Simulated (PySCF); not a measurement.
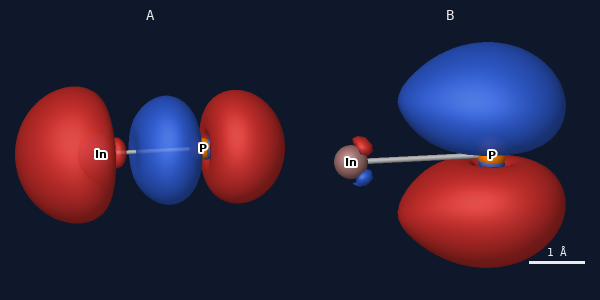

The picture shows: InP (triplet). Two frontier α-spin orbitals, each drawn at the value that holds 80 % of its norm (red and blue are the two phases), in no order; of a degenerate pair one member is drawn.

All numbers below come from PySCF, PBE0/x2c-SVPall, spin-free X2C-1e, Gaussian nucleus, at a bond length of 2.653 Å.

> Label each orbital by symmetry, say whether it is occupied, and order them by energy.

Orbital B: π, occupied in this spin, −6.74 eV; mainly on P (90 %).
Orbital A: σ, occupied in this spin, −5.62 eV; shared between the atoms (In 45 %, P 55 %).
